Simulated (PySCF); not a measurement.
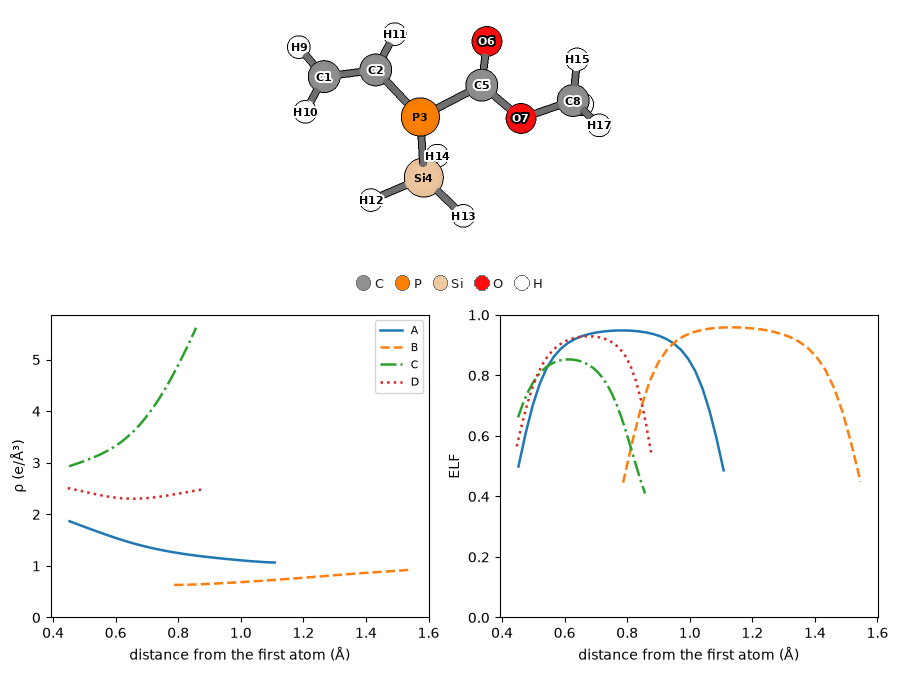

The picture shows: C4H9O2PSi (SMILES C=CP([SiH3])C(=O)OC). Total electron density and electron localisation function along straight lines between neighbouring atoms. The curves leave out the atomic cores. The structure is drawn too.

Geometry: GFN2-xTB.

Method: PySCF, PBE0/pcSseg-1, SCF density, gas phase, non-relativistic.

The calculation's input:

```
{"job": {"kind": "nmr", "xc": "PBE0", "basis": "pcSseg-1"}, "charge": 0, "multiplicity": 1}
C     -2.704228     1.370379     1.252471
C     -1.471912     1.304793     0.772050
P     -0.310003    -0.030419     1.148111
Si    -1.128225    -1.655129    -0.173043
C      1.007132     0.453724    -0.014667
O      1.098509     1.495242    -0.609375
O      1.896806    -0.542607    -0.064371
C      3.046269    -0.349275    -0.881456
H     -3.357058     2.197153     1.024789
H     -3.110393     0.600484     1.887883
H     -1.057082     2.091007     0.151380
H     -2.439869    -1.978187     0.388407
H     -0.187889    -2.769489    -0.074982
H     -1.288143    -1.250064    -1.573351
H      3.404463     0.677182    -0.787037
H      2.798391    -0.548859    -1.926005
H      3.796232    -1.053906    -0.530715
```

Run with:

```sh
OMP_NUM_THREADS=1 python probes_run.py task.json out
```

Which curve belongs to which contact (C–C, C–O, C–P and Si–P)? The first atom named is at distance zero.

Answer. Curve A: C–P (1.81 Å): ρ at the midpoint is about 1.2 e/Å³; the ELF peaks at about 0.95 between the atoms (a shared electron pair). Curve B: Si–P (2.25 Å): ρ is about 0.74 e/Å³ halfway; the ELF peaks at about 0.95 between the atoms: localised, covalent bonding. Curve C: C–O (1.20 Å): ρ at the midpoint is about 3.3 e/Å³; the ELF peaks at about 0.85 between the atoms: a multiple bond. Curve D: C–C (1.32 Å): ρ at the midpoint is about 2.3 e/Å³; the ELF peaks at about 0.95 between the atoms; a multiple bond.
